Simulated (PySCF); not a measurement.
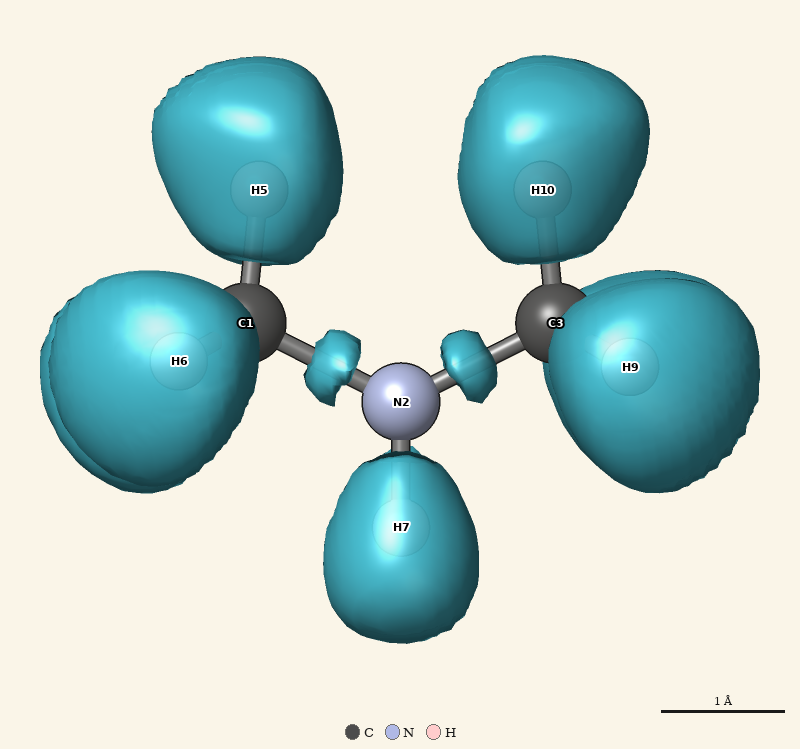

The picture shows: C₂H₇N (SMILES C[NH+]C) (charge +1, doublet). Isosurface of the electron localisation function at 0.85 (cyan), seen across its widest extent. Core shells and regions of very low density are left out.

Geometry: PBE0-D3(BJ)/def2-SVP.

The calculation used DFT single point, gas phase, functional wB97X (PySCF).

```xyz
10

C     1.2591    0.1964    0.1169
N     0.0326   -0.3110   -0.3921
C    -1.2685   -0.0087    0.0939
H     1.9221   -0.6486    0.3867
H     1.0879    0.8488    0.9805
H     1.7871    0.7476   -0.6871
H     0.0922   -0.9556   -1.1891
H    -1.7662   -0.9469    0.4113
H    -1.8851    0.3930   -0.7339
H    -1.2232    0.7028    0.9260
```

**Where are the electrons localised?**

The ELF exceeds this value in two regions between bonded C–N atoms (shared pairs) and seven regions around hydrogen nuclei. Along the contacts the grid gives the following. C–N (1.42 Å): the ELF peaks at about 0.95 between the atoms, as expected for a shared electron pair. N–H (1.03 Å): the ELF climbs to about 1 towards the hydrogen, as it does in any bond to H: an ordinary covalent bond to hydrogen.
